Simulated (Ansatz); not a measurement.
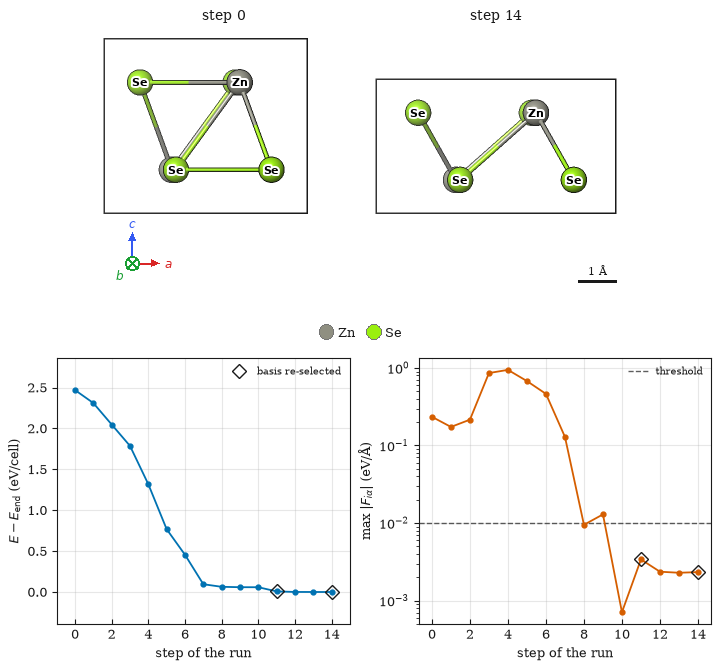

First and last geometry of a relaxation of solid ZnSe3 (built on the Ni3Sn (D0_19)_194 type), with the history of the run. The picture is a ball-and-stick view of the cell of the calculation, seen along the b axis.

Case: Ni3Sn (D0_19) type (P6_3/mmc, No. 194).

The calculation used DFT PBE, scalar-relativistic, plane waves, PAW (Ansatz). Settings: plane-wave cutoff 420 eV; k-point mesh 6 × 6 × 8; occupations gaussian; smearing width 0.1 eV; no spin polarisation; cell and atoms relaxed; force threshold 0.01 eV/Å; at most 80 steps.

Q: Did the run converge, and what did it change?

A: It converged. The energy falls by 2.469 eV per cell of the calculation in 12 accepted moves (14 points after the start). Largest force component: 0.23 eV/Å at the start, 0.0023 eV/Å at the end. The pressure goes from 0.48 to 0.00 GPa. At 2 points the geometry stayed and the basis and grid were re-selected for the new cell (energy shift of 51.1 meV per cell of the calculation at most each time). The largest moves relative to the cell, 0.017 Å, are those of Se atoms. Zn stays in place. The drawn cell changes as follows: a = b 6.271 → 7.395 Å (+17.9 %), c 4.667 → 3.585 Å (−23.2 %); the volume changes by +6.8 %. Near-neighbour distances that change, for instance: Se–Se 3.323 → 3.889 Å, Se–Zn 3.137 → 3.699 Å, Se–Se 2.948 → 3.507 Å, Se–Zn 2.888 → 2.704 Å. Among the angles between lasting bonds that change: Se–Zn–Se 107.8° → 83.0°, Zn–Se–Zn 107.8° → 83.0°, Se–Zn–Se 61.4° → 80.8°. The space group stays P6_3/mmc (No. 194).

```csv
step,"E − E(0), meV/atom","largest force component, eV/Å","pressure, GPa","volume, Å³/atom",note
0,0.00,0.2344,0.48,19.867,
1,-19.82,0.1736,-0.32,20.492,
2,-52.64,0.2154,2.64,20.363,
3,-85.37,0.8597,4.95,20.752,
4,-143.96,0.9451,3.79,21.622,
5,-212.67,0.6774,0.07,22.413,
6,-251.77,0.4631,-0.61,21.860,
7,-296.79,0.1291,-1.59,21.503,
8,-300.72,0.0095,-0.72,21.202,
9,-301.32,0.0129,0.18,20.924,
10,-301.36,0.0007,0.01,20.971,
11,-307.74,0.0034,0.58,20.971,"same geometry, new basis"
12,-308.58,0.0024,0.07,21.183,
13,-308.63,0.0023,0.00,21.226,
14,-308.68,0.0023,0.00,21.226,"same geometry, new basis"
```
